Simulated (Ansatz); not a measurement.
# Work function of Ru(0001): what the settings cost and change

How far do cutoff, k-mesh and smearing move the work function of Ru(0001)?

Main program and level: Ansatz 0.2.0; plane-wave DFT, PBE, Ansatz PAW.

### Step 1. Starting point

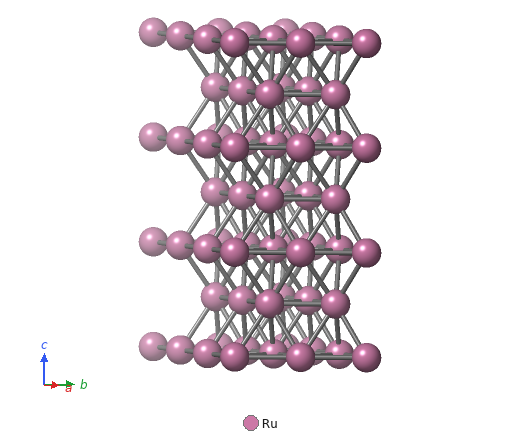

The cell as given, from the side, with the c axis up (ruthenium pink). 3×2×1 cells are drawn. Some periodic images of atoms are drawn too.

The cell holds 7 atoms: 7 Ru. Its edges and angles: a = 2.700 Å, b = 2.700 Å, c = 30.830 Å, α = 90.0°, β = 90.0°, γ = 60.0°. Vacuum lies along c.

As a file:

```cif
data_structure
_symmetry_space_group_name_H-M 'P 1'
_symmetry_Int_Tables_number 1
_cell_length_a 2.7000
_cell_length_b 2.7000
_cell_length_c 30.8304
_cell_angle_alpha 90.000
_cell_angle_beta 90.000
_cell_angle_gamma 60.000
_cell_volume 194.64
loop_
_atom_site_label
_atom_site_type_symbol
_atom_site_fract_x
_atom_site_fract_y
_atom_site_fract_z
_atom_site_occupancy
Ru1 Ru 0.00000 0.00000 0.29192 1
Ru2 Ru 0.66667 0.66667 0.36128 1
Ru3 Ru 0.00000 0.00000 0.43064 1
Ru4 Ru 0.66667 0.66667 0.50000 1
Ru5 Ru 0.00000 0.00000 0.56936 1
Ru6 Ru 0.66667 0.66667 0.63872 1
Ru7 Ru 0.00000 0.00000 0.70808 1
```

### Step 2. Slab, setting cutoff 200 eV

A work function rests on the faint tail of the density, so the SCF threshold is tight. The cutoff is raised first; then mesh and smearing are varied at the default cutoff.

input.yaml

```yaml
crystal:
  lattice:
    - [2.7, 0.0, 0.0]
    - [1.35, 2.3382685902, 0.0]
    - [0.0, 0.0, 30.8304]
  atoms:
    - { symbol: Ru, position: [0.0, 0.0, 0.2919196637] }
    - { symbol: Ru, position: [0.6666666667, 0.6666666667, 0.3612797758] }
    - { symbol: Ru, position: [0.0, 0.0, 0.4306398879] }
    - { symbol: Ru, position: [0.6666666667, 0.6666666667, 0.5] }
    - { symbol: Ru, position: [0.0, 0.0, 0.5693601121] }
    - { symbol: Ru, position: [0.6666666667, 0.6666666667, 0.6387202242] }
    - { symbol: Ru, position: [0.0, 0.0, 0.7080803363] }
kpoints:
  mp_grid: { grid: [17, 17, 1] }
hamiltonian:
  xc: pbe
scf:
  occupations: { method: fermi_dirac, width: 0.1 }
  convergence: { dr2_threshold: 1.0e-09 }
efield:
  axis: 3
  dipole_correction: true
  ramp_position: 0.97
  ramp_width: 0.06
basis:
  ecutwfc: "200 eV"
output:
  write_potential: true
  write_density: true
  volumetric_format: npy
  elf: true
```

On the command line:

```console
ansatz run input.yaml --threads 2 --pin off --max-ram 3072MiB --backend cpu --events-out ev --progress --plain --runs-dir out
```

Numbers of over 12 decimals in the logs are rounded to 6 here.

What it wrote:

```text
Warning: basis.ecutwfc = 200 eV is below the records' recommended 420 eV, and the density's cutoff is lower with it unless basis.ecutrho_ratio is high enough to keep the records' density cutoff: compare with a run at a higher cutoff
Engine: ansatz 0.2.0, aarch64-unknown-linux-gnu
Pseudopotentials: kind: paw
Pseudopotential: Ru, paw, valence charge 16, recommended cutoff 420 eV (normal), Ru.paw.azcp
Functional definition: PBE
  parameter kappa = 0.804
  parameter beta = 0.066725
  exchange = pbe_x(kappa = kappa, mu = beta*pi^2/3)
  correlation = pbe_c(beta = beta)
Crystal: 7 atoms, lattice volume = 194.642 Å³
Basis set: ecut = 200 eV, 1241 PW (Γ)
Bands: 68, of which v1, the nominal top of the filled ones, is band 56 counted from 1 (55 counted from 0)
Symmetry: 6 space group operations
k-points: 33 of 289 (time reversal used)
Non-local potential: Ru, projectors of the file, l = 0: 3, l = 1: 2, l = 2: 2, l = 3: 1
PAW form: soft (Blöchl's): semilocal exchange-correlation on the pseudo side does not see the compensation charge
PAW one-centre angular grid: Ru, 590 points (default); XC on 64 Gauss nodes
Initial density: superposition of atomic densities (neutral atoms: chi_scale 0, normalization atom), corrected by the library's trained network
Initial wavefunctions: pseudopotential atomic-orbital guess
Functional: x = pbe(κ = 0.804, μ = 0.219515), c = pbe(β = 0.066725)
SCF iter   1: F=—  HF=-41086.091850 eV  |F-HF|=—  |Δ(HF+E_count)|=         —  Δρ=1.12e-1  dr2=2.18e1  ethr=1.77e-3  p=-0.000 e·Å  D=-1.54e-15 V/Å  ΔV_dip=0.00 eV  dr2_dipole=7.34e-8  V_vac-E_F(+/−)=3.85/3.85 eV  ⟨swp⟩=7.0  Hψ=9215  notcnv=0  defer=7
efield: sawtooth ramp at fractional position 0.9700 (set: `efield.ramp_position`, or a place that a band, a saddle search or an elastic batch's reference lends), width 0.0600; the density the first Hamiltonian is built on has a dipole p = -0.000 e·Å; the dipole correction subtracts the counter field D = -1.54e-15 V/Å, which shifts the + side's vacuum level by +0.00 eV against the − side's; the planar-averaged density in the ramp window peaks in size at 1.1e-4 e/Å³
preconditioner: auto → LDOS  [metal: Δε(μ)=0.022 eV  Ē_g=4.921 eV  σ=0.100 eV  W_gap=0.05  n_scr=24 (ndim 8)  ℏωp=19.9 eV  f_vac=0.475  D(μ)=7.24/eV (n_scr^D=24)  β→1.0]
SCF iter   2: F=—  HF=-41084.932722 eV  |F-HF|=—  |Δ(HF+E_count)|=    1.16e0  Δρ=8.04e-2  dr2=1.19e1  ethr=1.77e-3  p=0.000 e·Å  D=6.55e-5 V/Å  ΔV_dip=-0.00 eV  dr2_dipole=2.20e-6  V_vac-E_F(+/−)=5.60/5.61 eV  ⟨swp⟩=3.0  Hψ=6124  notcnv=0  defer=11
SCF iter   3: F=—  HF=-41080.984714 eV  |F-HF|=—  |Δ(HF+E_count)|=    3.95e0  Δρ=8.73e-3  dr2=2.02e-1  ethr=1.77e-3  p=0.000 e·Å  D=4.66e-6 V/Å  ΔV_dip=-0.00 eV  dr2_dipole=7.82e-8  V_vac-E_F(+/−)=5.49/5.49 eV  ⟨swp⟩=2.5  Hψ=4898  notcnv=0  defer=13
SCF iter   4: F=—  HF=-41080.964485 eV  |F-HF|=—  |Δ(HF+E_count)|=   2.02e-2  Δρ=3.54e-3  dr2=6.33e-2  ethr=1.81e-4  p=0.000 e·Å  D=1.09e-5 V/Å  ΔV_dip=-0.00 eV  dr2_dipole=9.02e-9  V_vac-E_F(+/−)=5.56/5.57 eV  ⟨swp⟩=3.6  Hψ=5209  notcnv=0  defer=13
SCF iter   5: F=—  HF=-41080.953687 eV  |F-HF|=—  |Δ(HF+E_count)|=   1.08e-2  Δρ=6.52e-4  dr2=1.52e-3  ethr=5.65e-5  p=0.000 e·Å  D=5.22e-6 V/Å  ΔV_dip=-0.00 eV  dr2_dipole=1.20e-10  V_vac-E_F(+/−)=5.64/5.65 eV  ⟨swp⟩=2.0  Hψ=3208  notcnv=0  defer=13
SCF iter   6: F=—  HF=-41080.953740 eV  |F-HF|=—  |Δ(HF+E_count)|=   5.34e-5  Δρ=2.66e-4  dr2=3.70e-4  ethr=1.35e-6  p=0.000 e·Å  D=3.63e-6 V/Å  ΔV_dip=-0.00 eV  dr2_dipole=1.67e-12  V_vac-E_F(+/−)=5.65/5.66 eV  ⟨swp⟩=3.1  Hψ=4054  notcnv=0  defer=13
SCF iter   7: F=—  HF=-41080.953918 eV  |F-HF|=—  |Δ(HF+E_count)|=   1.78e-4  Δρ=8.53e-5  dr2=2.36e-5  ethr=3.30e-7  p=0.000 e·Å  D=1.07e-6 V/Å  ΔV_dip=-0.00 eV  dr2_dipole=1.45e-10  V_vac-E_F(+/−)=5.67/5.68 eV  ⟨swp⟩=2.2  Hψ=3174  notcnv=0  defer=13
SCF iter   8: F=—  HF=-41080.953934 eV  |F-HF|=—  |Δ(HF+E_count)|=   1.55e-5  Δρ=2.73e-5  dr2=4.78e-6  ethr=2.11e-8  p=0.000 e·Å  D=3.80e-7 V/Å  ΔV_dip=-0.00 eV  dr2_dipole=5.10e-11  V_vac-E_F(+/−)=5.68/5.69 eV  ⟨swp⟩=3.3  Hψ=4690  notcnv=0  defer=13
SCF iter   9: F=—  HF=-41080.953941 eV  |F-HF|=—  |Δ(HF+E_count)|=   7.96e-6  Δρ=1.22e-5  dr2=7.72e-7  ethr=4.27e-9  p=0.000 e·Å  D=1.47e-7 V/Å  ΔV_dip=-0.00 eV  dr2_dipole=1.21e-11  V_vac-E_F(+/−)=5.69/5.69 eV  ⟨swp⟩=2.1  Hψ=3179  notcnv=0  defer=13
SCF iter  10: F=—  HF=-41080.953942 eV  |F-HF|=—  |Δ(HF+E_count)|=   3.02e-7  Δρ=2.55e-6  dr2=1.92e-8  ethr=6.89e-10  p=0.000 e·Å  D=1.72e-10 V/Å  ΔV_dip=-0.00 eV  dr2_dipole=6.68e-13  V_vac-E_F(+/−)=5.69/5.69 eV  ⟨swp⟩=2.3  Hψ=3600  notcnv=0  defer=13
SCF iter  11: F=-41080.953942 eV  HF=-41080.953942 eV  |F-HF|=2.91e-11  |Δ(HF+E_count)|=   1.95e-9  Δρ=5.98e-7  dr2=8.26e-10  ethr=1.00e-12  p=-0.000 e·Å  D=-7.13e-9 V/Å  ΔV_dip=0.00 eV  dr2_dipole=1.09e-13  V_vac-E_F(+/−)=5.69/5.69 eV  ⟨swp⟩=6.1  Hψ=8665  notcnv=0
WARN: efield: at this solve's end the planar-averaged density reaches 1.43e-4 e/Å³ inside the ramp window [0.9376, 0.0624] (bound 1e-5 e/Å³); by the running means of the window's planes the mean density over a ramp is at most 1.13e-4 e/Å³, which is held to the bound (the quickstart, § The vacuum guard, A window that rings); the window's nearer edge stands 7.08 Å from this solve's nearest atom along the axis. Its work [...]
SCF 1 converged in 11 iterations: F = -41080.953942 eV  dr2 = 8.26e-10
  greatest PAW one-centre occupation: 1.075 electrons in one spin orbital (limit 2), on the Ru atom at site 6 (counted from 0), in its partial waves of l = 1
WARN: The output density's exchange-correlation potential varies sharply where the density is thin. Do not read a vacuum level from v_tot or v_xc, or from such a field of the output density. On a cell that repeats whose density bears no net charge and no dipole along the vacuum's axis use v_es (v_loc + v_h of the components); under efield.dipole_correction with no amplitude use v_es + v_field, which holds any externa [...]
SCF converged after 11 iterations
Free energy (F): -41080.953942 eV
Harris-Foulkes:  -41080.953942 eV  (|F-HF|=2.91e-11)
Internal energy: -41080.661689 eV  (E = F + TS)
E sigma→0 (E₀):  -41080.807815 eV
Entropy (-TS):   -0.292253 eV (-41.750 meV/atom)
Fermi energy:    8.692432 eV
Dipole field:    D = -0.000000 V/Å  (p = -0.000000 e·Å, saw-weighted, corrected)
Work function:   Φ+ = 5.6888 eV (in doubt: plateau slope 3.6e-2 eV/Å)   Φ− = 5.6945 eV (in doubt: plateau slope 3.2e-2 eV/Å)
Levels:          The Fermi level and band energies are counted from a zero that moves with the ramp; work functions are not
Vacuum region:   at the solve's end the planar-averaged density reaches 1.43e-4 e/Å³ inside the ramp window [0.9376, 0.0624] (bound 1e-5 e/Å³); by the running means of the window's planes the mean density over a ramp is at most 1.13e-4 e/Å³, which is held to the bound (the quickstart, § The vacuum guard, A window that rings)
--- Per-component energies (eV) ---
  E_band       = -2084.500446
  E_kinetic    = 3760.145370
  E_local      = -256076.455222  (includes V_loc(G=0)·N_el)
  E_nonlocal   = 2150.378981
  E_hartree    = 125633.521635
  E_xc         = -1371.055987
  E_vxc        = -1723.180139  (∫ρ·V_xc dr)
  E_paw        = -24145.403840  (= ΣΔE_a)
  E_vpaw       = -1462.400657  (= ΣTr[D̂ρ^β])
  E_aug_tail   = -0.035619  (compensation charges beyond the density's cutoff)
  E_efield     = 0.000000  (sawtooth field / dipole correction)
  E_vefield    = 0.000000  (∫n·V_field dr)
  E_ewald      = 108968.242993
  E_smearing   = -0.292253  (= −TS)
  E_closure    = -0.000000  (closes the sum)
  Σ components = -41080.953942   (vs F -41080.953942, Δ=0.00e0)
--- Band table (eV; the first three rows and the last of 33) ---
  k-point 0: bands = [... 52 lower, 7.4985, 7.4985, 7.9822, 7.9822, 8.3477, 8.3477, 8.4275, 8.9202, ... 8 higher]
  k-point 1: bands = [... 52 lower, 7.2107, 7.2776, 7.7873, 7.8253, 8.1791, 8.2759, 8.3399, 8.8613, ... 8 higher]
  k-point 2: bands = [... 52 lower, 7.2837, 7.3400, 7.4383, 7.7007, 7.7815, 7.9085, 8.1903, 8.2888, ... 8 higher]
  k-point 32: bands = [... 52 lower, 7.6886, 8.1778, 8.8930, 9.1207, 9.1786, 9.4683, 9.5004, 9.5220, ... 8 higher]
```

Wall time 26 s (2 threads of Arm Neoverse N1, shared host); peak memory 0.41 GiB; 50 s of CPU time.

The column dr2 measures how far the density is from self-consistency, as an energy; F and HF (Harris–Foulkes) agree once it is small.

Numbers from this step:

- energy at zero smearing: -41080.8078 eV
- work function, upper face: 5.689 eV

Running mean over 2.138 Å of the planar mean; the ramp of the sawtooth is left out. Table of electron's electrostatic potential energy less the Fermi level by z:

```tsv
z (Å)	electron's electrostatic potential energy less the Fermi level (eV)
4	5.57
6	5.28
8	-6.21
10	-14.6
12	-14.8
14	-14.8
16	-14.8
18	-14.8
20	-14.8
22	-14.0
24	4.55
26	5.50
```

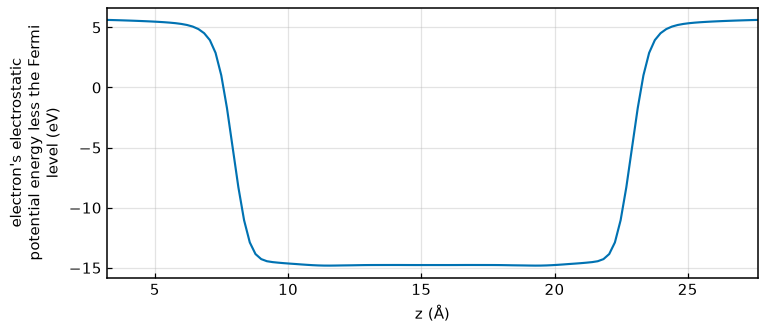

Electron's electrostatic potential energy less the Fermi level against z.

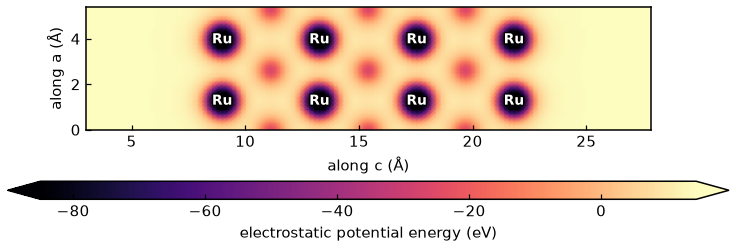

Electrostatic potential energy in the ca plane at fractional y = 0.000, with atoms of Ru within 0.2 Å of it. With pseudopotentials it is smooth inside the atoms' cores, unlike the true potential. The map starts off the cell's origin, so that atoms lie inside it. The far vacuum is left out of the map.

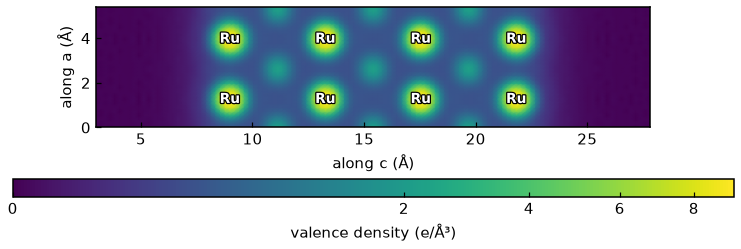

Valence density in the ca plane at fractional y = 0.000, with atoms of Ru within 0.2 Å of it. It is the smooth field of the valence electrons, not physical close to the nuclei. The map starts off the cell's origin, so that atoms lie inside it. The colour scale is stretched toward low values. The far vacuum is left out of the map.

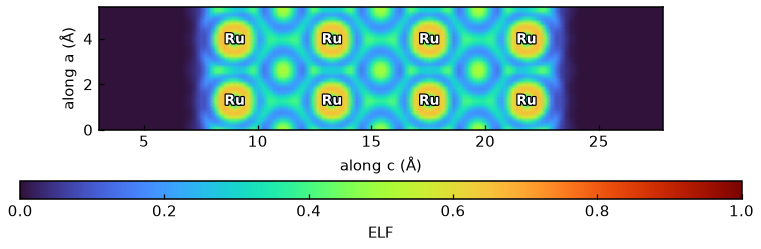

ELF in the ca plane at fractional y = 0.000, with atoms of Ru within 0.2 Å of it. It is the smooth field of the valence electrons, not physical close to the nuclei. The map starts off the cell's origin, so that atoms lie inside it. The far vacuum is left out of the map.

The work function is 5.689 eV. The program marks this work function as in doubt.

### Step 3. Slab

Edit input.yaml of step 2 so:

```diff
@@ -26,3 +26,3 @@
 basis:
-  ecutwfc: "200 eV"
+  ecutwfc: "300 eV"
 output:
@@ -31,2 +31 @@
   volumetric_format: npy
-  elf: true
```

What it wrote:

```text
[...]
Crystal: 7 atoms, lattice volume = 194.642 Å³
Basis set: ecut = 300 eV, 2307 PW (Γ)
Bands: 68, of which v1, the nominal top of the filled ones, is band 56 counted from 1 (55 counted from 0)
Symmetry: 6 space group operations
k-points: 33 of 289 (time reversal used)
[...]
k-point 0: bands = [... 52 lower, 7.0166, 7.2736, 7.7900, 7.7900, 8.3293, 8.3293, 8.5037, 8.9574, ... 8 higher]
  k-point 1: bands = [... 52 lower, 7.1094, 7.2834, 7.7043, 7.7405, 8.2423, 8.2889, 8.2922, 8.9295, ... 8 higher]
  k-point 2: bands = [... 52 lower, 7.1905, 7.3773, 7.3824, 7.6882, 7.8827, 8.0206, 8.2255, 8.4094, ... 8 higher]
  k-point 32: bands = [... 52 lower, 7.8249, 8.3592, 9.2071, 9.5518, 9.5537, 9.8830, 10.0201, 10.0490, ... 8 higher]
[key lines of the parts left out:]
SCF converged after 10 iterations
Free energy (F): -41147.740511 eV
Fermi energy:    8.933867 eV
Dipole field:    D = 0.000003 V/Å  (p = 0.000003 e·Å, saw-weighted, corrected)
Work function:   Φ+ = 5.0748 eV   Φ− = 5.0750 eV
```

The job ended after 42 s (2 threads; peak memory 0.52 GiB; 82 s of CPU time).

The work function is 5.075 eV, -0.614 eV from the run “cutoff 200 eV”, at 1.6 times its CPU time.

### Step 4. Slab

Edit input.yaml of step 3 so:

```diff
@@ -26,3 +26,3 @@
 basis:
-  ecutwfc: "300 eV"
+  ecutwfc: "420 eV"
 output:
```

What it wrote:

```text
[...]
Crystal: 7 atoms, lattice volume = 194.642 Å³
Basis set: ecut = 420 eV, 3841 PW (Γ)
Bands: 68, of which v1, the nominal top of the filled ones, is band 56 counted from 1 (55 counted from 0)
Symmetry: 6 space group operations
k-points: 33 of 289 (time reversal used)
[...]
k-point 0: bands = [... 52 lower, 7.0306, 7.2778, 7.8010, 7.8010, 8.3435, 8.3435, 8.5022, 8.9776, ... 8 higher]
  k-point 1: bands = [... 52 lower, 7.1232, 7.2898, 7.7152, 7.7512, 8.2428, 8.3021, 8.3053, 8.9456, ... 8 higher]
  k-point 2: bands = [... 52 lower, 7.1968, 7.3881, 7.3903, 7.6992, 7.8846, 8.0261, 8.2385, 8.4100, ... 8 higher]
  k-point 32: bands = [... 52 lower, 7.8319, 8.3678, 9.2163, 9.5593, 9.5611, 9.8905, 10.0267, 10.0559, ... 8 higher]
[key lines of the parts left out:]
SCF converged after 10 iterations
Free energy (F): -41148.797598 eV
Fermi energy:    8.940636 eV
Dipole field:    D = -0.000001 V/Å  (p = -0.000002 e·Å, saw-weighted, corrected)
Work function:   Φ+ = 5.0667 eV   Φ− = 5.0667 eV
```

Wall time 58 s (2 threads); peak memory 0.71 GiB.

The work function is 5.067 eV, -0.622 eV from the run “cutoff 200 eV”, at 2.2 times its CPU time.

### Step 5. Slab

Edit input.yaml of step 4 so:

```diff
@@ -26,3 +26,3 @@
 basis:
-  ecutwfc: "420 eV"
+  ecutwfc: "600 eV"
 output:
```

What it wrote:

```text
[...]
Crystal: 7 atoms, lattice volume = 194.642 Å³
Basis set: ecut = 600 eV, 6627 PW (Γ)
Bands: 68, of which v1, the nominal top of the filled ones, is band 56 counted from 1 (55 counted from 0)
Symmetry: 6 space group operations
k-points: 33 of 289 (time reversal used)
[...]
k-point 0: bands = [... 52 lower, 7.0305, 7.2774, 7.8010, 7.8010, 8.3434, 8.3434, 8.5018, 8.9774, ... 8 higher]
  k-point 1: bands = [... 52 lower, 7.1231, 7.2895, 7.7151, 7.7511, 8.2424, 8.3020, 8.3051, 8.9454, ... 8 higher]
  k-point 2: bands = [... 52 lower, 7.1966, 7.3880, 7.3902, 7.6992, 7.8843, 8.0259, 8.2384, 8.4097, ... 8 higher]
  k-point 32: bands = [... 52 lower, 7.8318, 8.3676, 9.2161, 9.5591, 9.5609, 9.8903, 10.0265, 10.0556, ... 8 higher]
[key lines of the parts left out:]
SCF converged after 10 iterations
Free energy (F): -41148.815219 eV
Fermi energy:    8.940416 eV
Dipole field:    D = -0.000000 V/Å  (p = -0.000000 e·Å, saw-weighted, corrected)
Work function:   Φ+ = 5.0663 eV   Φ− = 5.0663 eV
```

Wall time 92 s (2 threads); peak memory 1 GiB.

The work function is 5.066 eV, -0.000 eV from the run “cutoff 420 eV”, at 1.7 times its CPU time.

### Step 6. Run

Edit input.yaml of step 5 so:

```diff
@@ -14,3 +14,3 @@
 kpoints:
-  mp_grid: { grid: [17, 17, 1] }
+  mp_grid: { grid: [3, 3, 1] }
 hamiltonian:
@@ -25,4 +25,2 @@
   ramp_width: 0.06
-basis:
-  ecutwfc: "600 eV"
 output:
```

What it wrote:

```text
[...]
Crystal: 7 atoms, lattice volume = 194.642 Å³
Basis set: ecut = 420 eV, 3841 PW (Γ)
Bands: 68, of which v1, the nominal top of the filled ones, is band 56 counted from 1 (55 counted from 0)
Symmetry: 6 space group operations
k-points: 3 of 9 (time reversal used)
[...]
Work function:   Φ+ = 4.6681 eV   Φ− = 4.6681 eV
[...]
--- Band table (eV) ---
  k-point 0: bands = [... 52 lower, 7.0252, 7.3332, 7.8512, 7.8512, 8.3837, 8.3837, 8.5757, 9.0155, ... 8 higher]
  k-point 1: bands = [... 52 lower, 8.5116, 8.7074, 9.2007, 9.2972, 9.3003, 9.4056, 9.4073, 9.6569, ... 8 higher]
  k-point 2: bands = [... 52 lower, 7.8790, 8.3864, 9.2460, 9.5758, 9.5822, 10.0535, 10.0642, 10.0746, ... 8 higher]
[key lines of the parts left out:]
SCF converged after 11 iterations
Free energy (F): -41144.338726 eV
Fermi energy:    9.240399 eV
Dipole field:    D = -0.000001 V/Å  (p = -0.000001 e·Å, saw-weighted, corrected)
```

Wall time 5.4 s (2 threads); peak memory 0.41 GiB.

The work function is 4.668 eV, -0.399 eV from the run “cutoff 420 eV”, at 0.091 times its CPU time.

### Step 7. Run

Edit input.yaml of step 6 so:

```diff
@@ -14,3 +14,3 @@
 kpoints:
-  mp_grid: { grid: [3, 3, 1] }
+  mp_grid: { grid: [6, 6, 1] }
 hamiltonian:
```

What it wrote:

```text
[...]
Crystal: 7 atoms, lattice volume = 194.642 Å³
Basis set: ecut = 420 eV, 3841 PW (Γ)
Bands: 68, of which v1, the nominal top of the filled ones, is band 56 counted from 1 (55 counted from 0)
Symmetry: 6 space group operations
k-points: 7 of 36 (time reversal used)
[...]
k-point 0: bands = [... 52 lower, 6.9948, 7.2567, 7.7531, 7.7531, 8.3008, 8.3008, 8.4935, 8.9411, ... 8 higher]
  k-point 1: bands = [... 52 lower, 7.2417, 7.3137, 7.5857, 7.6624, 7.7655, 7.8545, 8.2138, 8.2406, ... 8 higher]
  k-point 2: bands = [... 52 lower, 8.4639, 8.6161, 9.0872, 9.1956, 9.2169, 9.3077, 9.3263, 9.6135, ... 8 higher]
  k-point 6: bands = [... 52 lower, 7.7760, 8.3127, 9.1667, 9.5321, 9.5406, 9.9464, 9.9522, 9.9712, ... 8 higher]
[key lines of the parts left out:]
SCF converged after 10 iterations
Free energy (F): -41148.715434 eV
Fermi energy:    9.001982 eV
Dipole field:    D = -0.000001 V/Å  (p = -0.000001 e·Å, saw-weighted, corrected)
Work function:   Φ+ = 5.0312 eV   Φ− = 5.0312 eV
```

Elapsed: 11 s, on 2 threads; peak memory 0.46 GiB.

The work function is 5.031 eV, -0.036 eV from the run “cutoff 420 eV”, at 0.19 times its CPU time.

[end of part 1 of 2]

[Logs are printed without paths, hosts, clocks, repeated set-up lines and the standing remarks that a program may print on its own settings, such as how far it seeks lower states.]

[Hosts, paths, dates, database ids (printed as entryN), source tags and the programs' standing remarks are cut or masked in the printed files.]

[Maps of the electrostatic potential energy from Ansatz leave out the sawtooth potential of an applied field or a dipole correction, so their vacuum need not be flat; planar profiles and work functions include it.]
